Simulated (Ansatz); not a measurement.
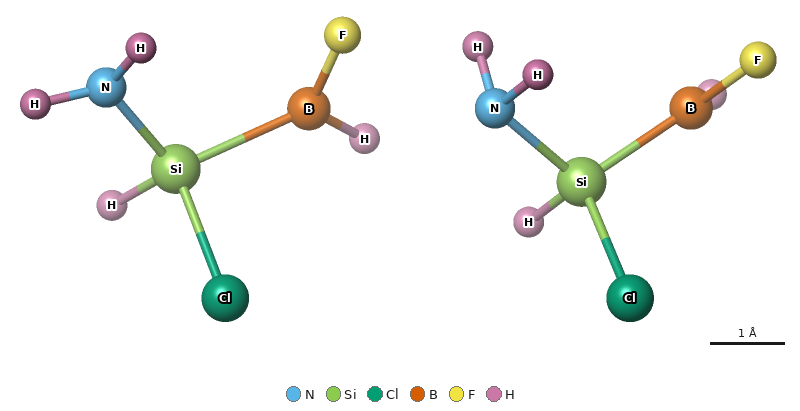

Two geometries of BSiNH₄ClF (coarse preliminary run), drawn at one scale. One is the start of a relaxation, the other its converged end. The picture is a ball-and-stick view, seen from a free direction.

Method: RKS PBE-D4/def2-SVP in Ansatz 0.2.0. (force threshold 0.03 eV/Å; at most 200 steps)

Question: Which geometry has the lower energy?

Answer: The left one is the relaxed one. The start comes from a force field. The largest move after the best rigid fit is that of an H atom, 1.25 Å. By element the largest moves are H 1.25 Å, F 0.46 Å, N 0.33 Å, Cl 0.33 Å, B 0.25 Å, Si 0.23 Å. Among the contacts that change: B–Si 1.864 → 2.030 Å, B–F 1.470 → 1.336 Å, H–N 1.116 → 1.024 Å, N–Si 1.782 → 1.731 Å. Among the angles between lasting bonds that change: Si–N–H 107.9° → 121.1°, Si–N–H 105.3° → 118.3°, Cl–Si–B 108.3° → 98.9°. Groups turn about B–Si by about 40°. After 16 accepted moves (18 points after the start) the energy has fallen by 22.0 kcal/mol. Largest force component: 4.6 eV/Å at the start, 0.022 eV/Å at the end. The line search rejected the trial steps at points 3, 12 of the run. The run took 19 s on 4 threads of Arm Neoverse V2, with other jobs on the host.
